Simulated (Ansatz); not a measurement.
## Au: pressure series

Consider Au in the fcc (Cu type) structure (space group Fm-3m, No. 225; a = 4.1572 Å).

Cell and atoms are relaxed at each pressure.

Level of theory: plane-wave PAW DFT at the PBE level (Ansatz, a quantum-chemistry and plane-wave program, 420 eV), no spin-orbit coupling.

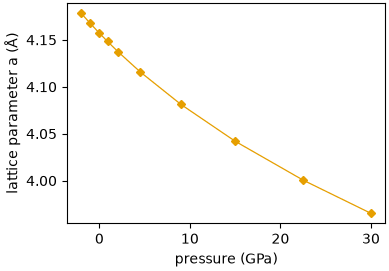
*Lattice parameter a against pressure*

Task: From the plot, what is the lattice parameter a for pressure 4.5 GPa?

Result: About 4.12 Å.

Task: Is the trend monotonic over the range shown?

Result: Yes, it falls throughout, spanning 396.5 pm to 417.8 pm.

Load acts through the strain it causes; cell and atoms are relaxed under it. Stability against distortions was not tested. Competing high-pressure phases were not computed.
